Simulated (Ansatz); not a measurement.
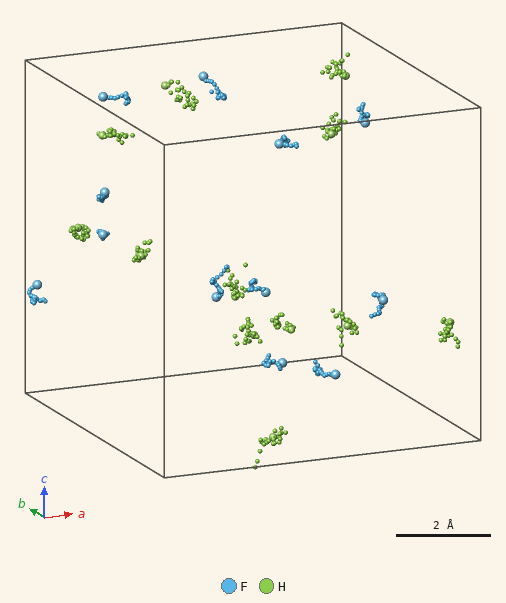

First-principles dynamics of a periodic cell with 12 HF at 0.977 g/cm³, 225 fs long. Dots mark each atom's position at evenly spaced times, in the colour of its element; spheres stand at the starting positions. Seen slightly off an axis in the simulation cell.

Theory: DFT PBE-D3(BJ), scalar-relativistic, plane waves, PAW (Ansatz 0.2.0). Settings: plane-wave cutoff 420 eV; k-point mesh 1 × 1 × 1; Fermi-Dirac smearing 0.02 eV; low-accuracy preset; Langevin thermostat (NVT); set temperature 300 K; time step 0.75 fs; friction 0.02 per fs.

Q: Describe the motion.

A: Root-mean-square distances from the starting positions over the second half, with the common drift of all atoms taken out: F 0.44 Å, H 0.40 Å. The heavy atoms stay within a fraction of a molecule's size of their starting places; so short a run doesn't tell a liquid from a solid. The mean temperature in the second half is 315 K (standard deviation 76 K). The potential energy in the second half lies on average 36.4 meV per atom above the first frame.

Limits of the set-up: the program's low-accuracy preset was used; the periodic images lie only 7.4 Å apart, so the values are limited by the cell's size.

The run took 7.4 min on 1 thread of Intel(R) Xeon(R) Platinum 8488C (Sapphire Rapids), with other jobs on the host, peak memory 0.47 GiB.
